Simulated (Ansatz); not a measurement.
# GaHCl₂ + H₂O: a complex and its separated parts

Aim: how far the complex at one end of a reaction step lies below its separated, relaxed parts, level by level.

Program: Ansatz 0.2.0, Gaussian basis. Level of theory: PBE0-D4/def2-TZVP structures, single points in def2-TZVPP, no counterpoise correction. These are calculated values, not measurements.

Levels: SPW92, PBE-D4, BLYP-D4, r2SCAN-D4, B97M-V, PBE0-D4, B3LYP-D4, r2SCAN0-D4, BHLYP-D4, CAM-B3LYP-D4, wB97X-V, wB97M-V, B2PLYP, PBE-QIDH, RPA on PBE, Hartree-Fock, MP2, CCSD, CCSD(T).

Correlated methods freeze the cores. Filled d shells of the heavier atoms are correlated. B3LYP uses VWN-RPA correlation. B2PLYP carries no dispersion term here.

94 further runs of the same task are left out: 94 set aside as unsound or not needed. Runs told in other sessions of the task aren't counted.

**1. Starting geometry**

The complex: 7 atoms, charge 0, spin multiplicity 1.

Atoms are counted from 1 here; the program's logs count them from 0.

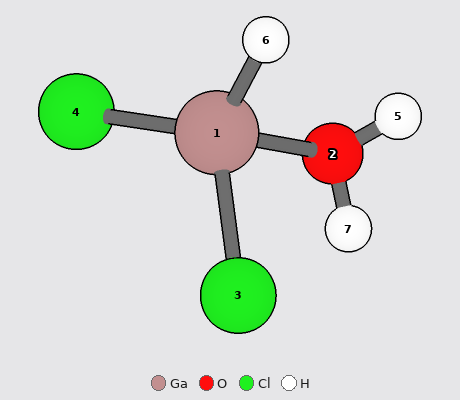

As it starts; gallium pink, oxygen red, chlorine green, hydrogen white; atoms are numbered from 1 in the order of the file.

As a file:

```
Ga   -0.8334   -0.0321    0.3625
O     1.2323    0.0815   -0.1036
Cl   -1.3570   -0.0991   -1.7512
Cl   -1.1517    1.8981    1.2492
H     1.7322   -0.7174    0.0971
H    -0.8801   -1.3335    1.2090
H     1.2576    0.2025   -1.0630
```

Its parts: GaHCl₂ holds atoms 1, 3, 4, 6; H₂O holds atoms 2, 5, 7. Each part counts its atoms afresh in its own runs.

**2. Relaxing GaHCl₂ alone**

Contents of relax-a/in.yaml:

```yaml
crystal:
  periodic: [false, false, false]
  atoms:
    - {symbol: Ga, position_ang: [-0.833404, -0.032108, 0.362529]}
    - {symbol: Cl, position_ang: [-1.357045, -0.099131, -1.751202]}
    - {symbol: Cl, position_ang: [-1.151681, 1.898116, 1.249182]}
    - {symbol: H, position_ang: [-0.880057, -1.333475, 1.208988]}
basis:
  gaussian: {orbitals: def2-TZVP}
hamiltonian: {xc: pbe0, dispersion: d4}
relax: {f_tol: 0.005, max_steps: 200}
```

On the command line:

```bash
$ ansatz run in.yaml --threads 4 --pin off --events-out ev --progress --plain --max-ram 9574MiB
```

The program printed (excerpt; [...] marks lines left out):

```text
Functional definition: PBE0
  name "PBE0"
  cite "Adamo & Barone, J. Chem. Phys. 110, 6158 (1999) doi:10.1063/1.478522"
  cite "Perdew, Burke & Ernzerhof, Phys. Rev. Lett. 77, 3865 (1996) doi:10.1103/PhysRevLett.77.3865"
  parent pbe
[...]
993 factors; their error is unknown
[...]
mean field -77428.05108602 eV, -2845.4283947931 hartree, gradient 1.2e-5 eV, S^2 0.000000; 0 other end points of the search recorded, 0 dependent functions left out
[...]
reference -77428.05111278 eV, -2845.4283957767 hartree; 33, 33 occupied and 95, 95 virtual orbitals, 993 factors
[...]
993 factors; their error is unknown
mean field -77428.19432745 eV, -2845.4336588187 hartree, gradient 4.6e-5 eV, S^2 0.000000; 1 other end points of the search recorded, 0 dependent functions left out
[...]
reference -77428.19435415 eV, -2845.4336597999 hartree; 33, 33 occupied and 95, 95 virtual orbitals, 993 factors
Total energy: -77428.28143576 eV, -2845.4368599901 hartree
Atom 0 at    -1.028074    -0.044107     0.367153 Å, force     0.000595    -0.001962    -0.000519 eV/Å
Atom 1 at    -1.301051    -0.093936    -1.742684 Å, force    -0.000100     0.000138     0.000382 eV/Å
Atom 2 at    -1.096210     1.894290     1.242338 Å, force    -0.000149     0.000745     0.000452 eV/Å
Atom 3 at    -0.796852    -1.322846     1.202690 Å, force    -0.000346     0.001078    -0.000315 eV/Å
Dipole moment:     0.053207    -0.294748     0.192901 e Å
```

Wall time 8 s (4 threads of Arm Neoverse V2, shared host).

Relaxation path:

| step | energy from step 1 (eV) | largest force component (eV/Å) |
| --- | --- | --- |
| 1 | 0.0000 | 1.1198 |
| 2 | -0.1317 | 0.3615 |
| 3 | -0.1426 | 0.0589 |
| 4 | -0.1436 | 0.0226 |
| 5 | -0.1436 | 0.0020 |

Distances of close pairs at the start and the end, largest changes first:

| bond | before (Å) | after (Å) | change (Å) |
| --- | --- | --- | --- |
| Ga1–Cl2 | 2.179 | 2.128 | -0.051 |
| Ga1–Cl3 | 2.148 | 2.128 | -0.020 |
| Ga1–H4 | 1.553 | 1.545 | -0.008 |

**3. Relaxing H₂O alone**

Contents of relax-b/in.yaml:

```yaml
crystal:
  periodic: [false, false, false]
  atoms:
    - {symbol: O, position_ang: [1.232265, 0.081476, -0.103552]}
    - {symbol: H, position_ang: [1.732226, -0.717420, 0.097109]}
    - {symbol: H, position_ang: [1.257595, 0.202542, -1.062953]}
basis:
  gaussian: {orbitals: def2-TZVP}
hamiltonian: {xc: pbe0, dispersion: d4}
relax: {f_tol: 0.005, max_steps: 200}
```

On the command line:

```bash
$ ansatz run in.yaml --threads 4 --pin off --events-out ev --progress --plain --max-ram 9574MiB
```

The program printed (excerpt; [...] marks lines left out):

```text
[... 5 set-up lines as earlier in the session ...]
[...]
239 factors; their error is unknown
[...]
mean field -2078.32726829 eV, -76.3771183689 hartree, gradient 1.4e-5 eV, S^2 0.000000; 0 other end points of the search recorded, 0 dependent functions left out
[...]
reference -2078.33309081 eV, -76.3773323427 hartree; 5, 5 occupied and 38, 38 virtual orbitals, 239 factors
Total energy: -2078.33734664 eV, -76.3774887412 hartree
Atom 0 at     1.228403     0.086725    -0.099568 Å, force     0.000017    -0.000042     0.000091 eV/Å
Atom 1 at     1.729552    -0.710972     0.082984 Å, force    -0.000043     0.000077    -0.000063 eV/Å
Atom 2 at     1.264131     0.190846    -1.052812 Å, force     0.000026    -0.000035    -0.000028 eV/Å
Dipole moment:     0.197961    -0.255741    -0.284176 e Å
```

Run time: 0.65 s. Hardware: 4 threads of Arm Neoverse V2, shared host.

Along the way:

| step | energy from step 1 (eV) | largest force component (eV/Å) |
| --- | --- | --- |
| 1 | 0.0000 | 0.4397 |
| 2 | -0.0049 | 0.0942 |
| 3 | -0.0058 | 0.0123 |
| 4 | -0.0058 | 0.0001 |

Close pairs (by a distance rule), those that changed most:

| bond | before (Å) | after (Å) | change (Å) |
| --- | --- | --- | --- |
| O1–H3 | 0.967 | 0.960 | -0.008 |
| O1–H2 | 0.964 | 0.960 | -0.004 |

**4. SPW92/def2-TZVPP**

Contents of parta/in.yaml:

```yaml
crystal:
  periodic: [false, false, false]
  atoms:
    - {symbol: Ga, position_ang: [-1.028074, -0.044107, 0.367153]}
    - {symbol: Cl, position_ang: [-1.301051, -0.093936, -1.742684]}
    - {symbol: Cl, position_ang: [-1.096210, 1.894290, 1.242338]}
    - {symbol: H, position_ang: [-0.796852, -1.322846, 1.202690]}
basis:
  gaussian: {orbitals: def2-TZVPP}
hamiltonian: {xc: lda}
```

Contents of partb/in.yaml:

```yaml
crystal:
  periodic: [false, false, false]
  atoms:
    - {symbol: O, position_ang: [1.228403, 0.086725, -0.099568]}
    - {symbol: H, position_ang: [1.729552, -0.710972, 0.082984]}
    - {symbol: H, position_ang: [1.264131, 0.190846, -1.052812]}
basis:
  gaussian: {orbitals: def2-TZVPP}
hamiltonian: {xc: lda}
```

Each run has its own folder and the same command.

On the command line:

```bash
$ ansatz run in.yaml --threads 4 --pin off --events-out ev --progress --plain --max-ram 9574MiB
```

Output in parta (excerpt; [...] marks lines left out):

```text
Functional definition: SPW92
  name "SPW92"
  cite "Dirac, Proc. Camb. Phil. Soc. 26, 376 (1930) doi:10.1017/S0305004100016108"
  cite "Slater, Phys. Rev. 81, 385 (1951) doi:10.1103/PhysRev.81.385"
  cite "Perdew & Wang, Phys. Rev. B 45, 13244 (1992) doi:10.1103/PhysRevB.45.13244"
[...]
1015 factors; their error is unknown
[...]
mean field -77279.76994742 eV, -2839.9791634584 hartree, gradient 4.8e-5 eV, S^2 0.000000; 0 other end points of the search recorded, 0 dependent functions left out
reference -77279.76998064 eV, -2839.9791646790 hartree; 33, 33 occupied and 113, 113 virtual orbitals, 1015 factors
Total energy: -77279.76998064 eV, -2839.9791646790 hartree
```

partb printed (excerpt; [...] marks lines left out):

```text
[... 5 set-up lines as earlier in the session ...]
[...]
269 factors; their error is unknown
[...]
mean field -2065.39694489 eV, -75.9019377485 hartree, gradient 5.3e-5 eV, S^2 0.000000; 0 other end points of the search recorded, 0 dependent functions left out
reference -2065.39696373 eV, -75.9019384406 hartree; 5, 5 occupied and 54, 54 virtual orbitals, 269 factors
Total energy: -2065.39696373 eV, -75.9019384406 hartree
```

They took 0.5 s (parta), 0.1 s (partb) on 4 threads of Arm Neoverse V2, shared host.

**5. PBE-D4/def2-TZVPP**

The same edit goes into each in.yaml of step 4 (parta, partb):

```diff
-hamiltonian: {xc: lda}
+hamiltonian: {xc: pbe, dispersion: d4}
```

The same command starts each run, in its folder.

On the command line:

```bash
$ ansatz run in.yaml --threads 4 --pin off --events-out ev --progress --plain --max-ram 9574MiB
```

parta printed (excerpt; [...] marks lines left out):

```text
Functional definition: PBE
  name "PBE"
[... 2 set-up lines as earlier in the session ...]
[...]
1015 factors; their error is unknown
[...]
mean field -77425.05683064 eV, -2845.3183579375 hartree, gradient 6.7e-5 eV, S^2 0.000000; 0 other end points of the search recorded, 0 dependent functions left out
reference -77425.05686607 eV, -2845.3183592395 hartree; 33, 33 occupied and 113, 113 virtual orbitals, 1015 factors
Total energy: -77425.15872017 eV, -2845.3221023088 hartree
```

Output in partb (excerpt; [...] marks lines left out):

```text
[... 4 set-up lines as earlier in the session ...]
[...]
269 factors; their error is unknown
[...]
mean field -2078.40756988 eV, -76.3800693979 hartree, gradient 4.4e-5 eV, S^2 0.000000; 0 other end points of the search recorded, 0 dependent functions left out
reference -2078.40759036 eV, -76.3800701503 hartree; 5, 5 occupied and 54, 54 virtual orbitals, 269 factors
Total energy: -2078.41290741 eV, -76.3802655484 hartree
```

Wall times: 0.75 s (parta), 0.15 s (partb) on 4 threads of Arm Neoverse V2, shared host.

**6. BLYP-D4/def2-TZVPP**

Each input of step 5 (parta, partb) changes in the same lines:

```diff
-hamiltonian: {xc: pbe, dispersion: d4}
+hamiltonian: {xc: {name: BLYP}, dispersion: d4}
```

Each run has its own folder and the same command.

On the command line:

```bash
$ ansatz run in.yaml --threads 4 --pin off --events-out ev --progress --plain --max-ram 9574MiB
```

Log of parta (excerpt; [...] marks lines left out):

```text
Functional definition: BLYP
  name "BLYP"
  cite "Becke, Phys. Rev. A 38, 3098 (1988) doi:10.1103/PhysRevA.38.3098"
  cite "Lee, Yang & Parr, Phys. Rev. B 37, 785 (1988) doi:10.1103/PhysRevB.37.785"
[...]
1015 factors; their error is unknown
[...]
mean field -77444.97264674 eV, -2846.0502506799 hartree, gradient 8.5e-5 eV, S^2 0.000000; 0 other end points of the search recorded, 0 dependent functions left out
reference -77444.97296512 eV, -2846.0502623802 hartree; 33, 33 occupied and 113, 113 virtual orbitals, 1015 factors
Total energy: -77445.18786812 eV, -2846.0581599198 hartree
```

Output in partb (excerpt; [...] marks lines left out):

```text
[... 4 set-up lines as earlier in the session ...]
[...]
269 factors; their error is unknown
[...]
mean field -2080.27678526 eV, -76.4487617961 hartree, gradient 8.6e-5 eV, S^2 0.000000; 0 other end points of the search recorded, 0 dependent functions left out
reference -2080.27697481 eV, -76.4487687618 hartree; 5, 5 occupied and 54, 54 virtual orbitals, 269 factors
Total energy: -2080.28981722 eV, -76.4492407117 hartree
```

Wall times: 0.8 s (parta), 0.15 s (partb) on 4 threads of Arm Neoverse V2, shared host.

**7. r2SCAN-D4/def2-TZVPP**

The same edit goes into each in.yaml of step 6 (parta, partb):

```diff
-hamiltonian: {xc: {name: BLYP}, dispersion: d4}
+hamiltonian: {xc: r2scan, dispersion: d4}
```

Each run has its own folder and the same command.

On the command line:

```bash
$ ansatz run in.yaml --threads 4 --pin off --events-out ev --progress --plain --max-ram 9574MiB
```

Output in parta (excerpt; [...] marks lines left out):

```text
Functional definition: r2SCAN
  name "r2SCAN"
  cite "Furness, Kaplan, Ning, Perdew & Sun, J. Phys. Chem. Lett. 11, 8208 (2020) doi:10.1021/acs.jpclett.0c02405"
  cite "Furness, Kaplan, Ning, Perdew & Sun, J. Phys. Chem. Lett. 11, 9248 (2020) doi:10.1021/acs.jpclett.0c03077"
  parent r2scan
[...]
1015 factors; their error is unknown
[...]
mean field -77441.42743993 eV, -2845.9199667325 hartree, gradient 5.6e-5 eV, S^2 0.000000; 0 other end points of the search recorded, 0 dependent functions left out
reference -77441.42744974 eV, -2845.9199670930 hartree; 33, 33 occupied and 113, 113 virtual orbitals, 1015 factors
Total energy: -77441.44908808 eV, -2845.9207622876 hartree
```

Output in partb (excerpt; [...] marks lines left out):

```text
[... 5 set-up lines as earlier in the session ...]
[...]
269 factors; their error is unknown
[...]
mean field -2079.58114655 eV, -76.4231975450 hartree, gradient 8.5e-5 eV, S^2 0.000000; 0 other end points of the search recorded, 0 dependent functions left out
reference -2079.58115176 eV, -76.4231977363 hartree; 5, 5 occupied and 54, 54 virtual orbitals, 269 factors
Total energy: -2079.58242428 eV, -76.4232445008 hartree
```

Times: 2.1 s (parta), 0.45 s (partb) on 4 threads of Arm Neoverse V2, shared host.

**8. B97M-V/def2-TZVPP**

The same edit goes into each in.yaml of step 7 (parta, partb):

```diff
-hamiltonian: {xc: r2scan, dispersion: d4}
+hamiltonian: {xc: {name: B97M-V}}
```

The same command starts each run, in its folder.

On the command line:

```bash
$ ansatz run in.yaml --threads 4 --pin off --events-out ev --progress --plain --max-ram 9574MiB
```

Output in parta (excerpt; [...] marks lines left out):

```text
Functional definition: B97M-V
  name "B97M-V"
  cite "Mardirossian & Head-Gordon, J. Chem. Phys. 142, 074111 (2015) doi:10.1063/1.4907719"
  cite "Becke, J. Chem. Phys. 107, 8554 (1997) doi:10.1063/1.475007"
  cite "Vydrov & Van Voorhis, J. Chem. Phys. 133, 244103 (2010) doi:10.1063/1.3521275"
  # Of w^i u^j: cxij and so on, Table III.
[...]
  gx(w, u) = cx00 + cx01*u + cx02*u^2 + (cx10 + cx11*u)*w
[...]
  gos(w, u) = cos00 + cos01*u + cos03*u^3 + cos10*w + cos32*w^3*u^2
[...]
      + integral(e_c_pw_mod_opposite_spin*gos(b97_w_opposite, b97_u_opposite)) + vv10(b, c)
1015 factors; their error is unknown
[...]
mean field -77426.86110455 eV, -2845.3846637808 hartree, gradient 5.3e-6 eV, S^2 0.000000; 0 other end points of the search recorded, 0 dependent functions left out
reference -77426.86115395 eV, -2845.3846655960 hartree; 33, 33 occupied and 113, 113 virtual orbitals, 1015 factors
Total energy: -77426.86115395 eV, -2845.3846655960 hartree
```

partb printed (excerpt; [...] marks lines left out):

```text
[... 5 set-up lines as earlier in the session ...]
  # Of w^i u^j: cxij and so on, Table III.
[...]
  gx(w, u) = cx00 + cx01*u + cx02*u^2 + (cx10 + cx11*u)*w
[...]
  gos(w, u) = cos00 + cos01*u + cos03*u^3 + cos10*w + cos32*w^3*u^2
[...]
      + integral(e_c_pw_mod_opposite_spin*gos(b97_w_opposite, b97_u_opposite)) + vv10(b, c)
269 factors; their error is unknown
[...]
mean field -2079.93551151 eV, -76.4362202172 hartree, gradient 2.9e-5 eV, S^2 0.000000; 0 other end points of the search recorded, 0 dependent functions left out
reference -2079.93553833 eV, -76.4362212026 hartree; 5, 5 occupied and 54, 54 virtual orbitals, 269 factors
Total energy: -2079.93553833 eV, -76.4362212026 hartree
```

Times: 3.3 s (parta), 0.45 s (partb) on 4 threads of Arm Neoverse V2, shared host.

**9. PBE0-D4/def2-TZVPP**

The same edit goes into each in.yaml of step 8 (parta, partb):

```diff
-hamiltonian: {xc: {name: B97M-V}}
+hamiltonian: {xc: pbe0, dispersion: d4}
+output: {orbitals: {seedname: orbitals}}
```

One command serves all of them, each in its own folder.

On the command line:

```bash
$ ansatz run in.yaml --threads 4 --pin off --events-out ev --progress --plain --max-ram 9574MiB
```

Output in parta (excerpt; [...] marks lines left out):

```text
[... 5 set-up lines as earlier in the session ...]
[...]
1122 factors; their error is unknown
[...]
mean field -77428.20256591 eV, -2845.4339615765 hartree, gradient 2.6e-5 eV, S^2 0.000000; 0 other end points of the search recorded, 0 dependent functions left out
reference -77428.20259260 eV, -2845.4339625573 hartree; 33, 33 occupied and 113, 113 virtual orbitals, 1122 factors
Total energy: -77428.28967422 eV, -2845.4371627477 hartree
```

Log of partb (excerpt; [...] marks lines left out):

```text
[... 5 set-up lines as earlier in the session ...]
[...]
269 factors; their error is unknown
[...]
mean field -2078.42782007 eV, -76.3808135787 hartree, gradient 1.2e-5 eV, S^2 0.000000; 0 other end points of the search recorded, 0 dependent functions left out
reference -2078.42783458 eV, -76.3808141117 hartree; 5, 5 occupied and 54, 54 virtual orbitals, 269 factors
Total energy: -2078.43209040 eV, -76.3809705103 hartree
```

Times: 1.3 s (parta), 0.15 s (partb) on 4 threads of Arm Neoverse V2, shared host.

**10. B3LYP-D4/def2-TZVPP**

Each input of step 9 (parta, partb) changes in the same lines:

```diff
-hamiltonian: {xc: pbe0, dispersion: d4}
-output: {orbitals: {seedname: orbitals}}
+hamiltonian: {xc: {name: B3LYP}, dispersion: d4}
```

The same command starts each run, in its folder.

On the command line:

```bash
$ ansatz run in.yaml --threads 4 --pin off --events-out ev --progress --plain --max-ram 9574MiB
```

Log of parta (excerpt; [...] marks lines left out):

```text
Functional definition: B3LYP
  name "B3LYP"
  cite "Stephens, Devlin, Chabalowski & Frisch, J. Phys. Chem. 98, 11623 (1994) doi:10.1021/j100096a001"
[... 2 set-up lines as earlier in the session ...]
  cite "Vosko, Wilk & Nusair, Can. J. Phys. 58, 1200 (1980) doi:10.1139/p80-159"
[...]
1088 factors; their error is unknown
[...]
mean field -77445.49276048 eV, -2846.0693645071 hartree, gradient 3.2e-5 eV, S^2 0.000000; 0 other end points of the search recorded, 0 dependent functions left out
reference -77445.49299942 eV, -2846.0693732881 hartree; 33, 33 occupied and 113, 113 virtual orbitals, 1088 factors
Total energy: -77445.66153222 eV, -2846.0755667542 hartree
```

partb printed (excerpt; [...] marks lines left out):

```text
[... 6 set-up lines as earlier in the session ...]
[...]
269 factors; their error is unknown
[...]
mean field -2080.76395970 eV, -76.4666651264 hartree, gradient 1.1e-5 eV, S^2 0.000000; 0 other end points of the search recorded, 0 dependent functions left out
reference -2080.76409806 eV, -76.4666702111 hartree; 5, 5 occupied and 54, 54 virtual orbitals, 269 factors
Total energy: -2080.77252411 eV, -76.4669798628 hartree
```

Wall times: 1.4 s (parta), 0.2 s (partb) on 4 threads of Arm Neoverse V2, shared host.

**11. r2SCAN0-D4/def2-TZVPP**

The same edit goes into each in.yaml of step 10 (parta, partb):

```diff
-hamiltonian: {xc: {name: B3LYP}, dispersion: d4}
+hamiltonian: {xc: {name: r2SCAN0}, dispersion: d4}
```

Each run has its own folder and the same command.

On the command line:

```bash
$ ansatz run in.yaml --threads 4 --pin off --events-out ev --progress --plain --max-ram 9574MiB
```

Output in parta (excerpt; [...] marks lines left out):

```text
Functional definition: r2SCAN0
  name "r2SCAN0"
  cite "Bursch, Neugebauer, Ehlert & Grimme, J. Chem. Phys. 156, 134105 (2022) doi:10.1063/5.0086040"
[... 3 set-up lines as earlier in the session ...]
[...]
1122 factors; their error is unknown
[...]
mean field -77440.55899197 eV, -2845.8880518586 hartree, gradient 2.9e-5 eV, S^2 0.000000; 0 other end points of the search recorded, 0 dependent functions left out
reference -77440.55899980 eV, -2845.8880521465 hartree; 33, 33 occupied and 113, 113 virtual orbitals, 1122 factors
Total energy: -77440.58630146 eV, -2845.8890554641 hartree
```

Log of partb (excerpt; [...] marks lines left out):

```text
[... 6 set-up lines as earlier in the session ...]
[...]
269 factors; their error is unknown
[...]
mean field -2079.27470539 eV, -76.4119360401 hartree, gradient 2.0e-5 eV, S^2 0.000000; 0 other end points of the search recorded, 0 dependent functions left out
reference -2079.27470949 eV, -76.4119361908 hartree; 5, 5 occupied and 54, 54 virtual orbitals, 269 factors
Total energy: -2079.27611364 eV, -76.4119877924 hartree
```

They took 2.7 s (parta), 0.45 s (partb) on 4 threads of Arm Neoverse V2, shared host.

**12. BHLYP-D4/def2-TZVPP**

Each input of step 11 (parta, partb) changes in the same lines:

```diff
-hamiltonian: {xc: {name: r2SCAN0}, dispersion: d4}
+hamiltonian: {xc: {name: BHLYP}, dispersion: d4}
```

Each run has its own folder and the same command.

On the command line:

```bash
$ ansatz run in.yaml --threads 4 --pin off --events-out ev --progress --plain --max-ram 9574MiB
```

Log of parta (excerpt; [...] marks lines left out):

```text
Functional definition: BHLYP
  name "BHLYP"
  cite "Becke, J. Chem. Phys. 98, 1372 (1993) doi:10.1063/1.464304"
[... 2 set-up lines as earlier in the session ...]
[...]
1200 factors; their error is unknown
[...]
mean field -77442.68610139 eV, -2845.9662216880 hartree, gradient 2.7e-5 eV, S^2 0.000000; 0 other end points of the search recorded, 0 dependent functions left out
reference -77442.68626462 eV, -2845.9662276866 hartree; 33, 33 occupied and 113, 113 virtual orbitals, 1200 factors
Total energy: -77442.84563741 eV, -2845.9720845288 hartree
```

Output in partb (excerpt; [...] marks lines left out):

```text
[... 5 set-up lines as earlier in the session ...]
[...]
295 factors; their error is unknown
[...]
mean field -2079.57890709 eV, -76.4231152464 hartree, gradient 2.0e-5 eV, S^2 0.000000; 0 other end points of the search recorded, 0 dependent functions left out
reference -2079.57899788 eV, -76.4231185830 hartree; 5, 5 occupied and 54, 54 virtual orbitals, 295 factors
Total energy: -2079.58394969 eV, -76.4233005586 hartree
```

They took 1.2 s (parta), 0.2 s (partb) on 4 threads of Arm Neoverse V2, shared host.

[end of part 1 of 2]
